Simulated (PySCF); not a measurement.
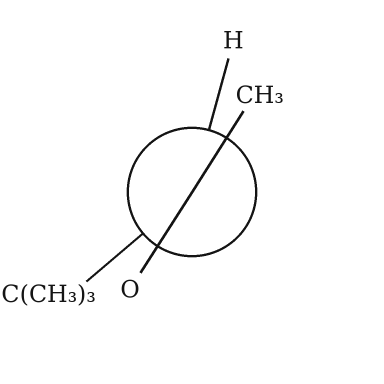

A Newman projection along the C–N bond, carbon in front; angles are drawn as computed, but eclipsed bonds slightly apart. Computed geometry: PBE0-D3(BJ)/def2-SVP optimisation. No frequency run is at hand to confirm it as a minimum.

> Which molecule is it?

C6H13NO, CC(=O)NC(C)(C)C

> What is the torsion angle from the front O to the back C(CH3)3? The sign is positive where the front bond must turn clockwise to cover the back bond.

1°, synperiplanar (eclipsed).
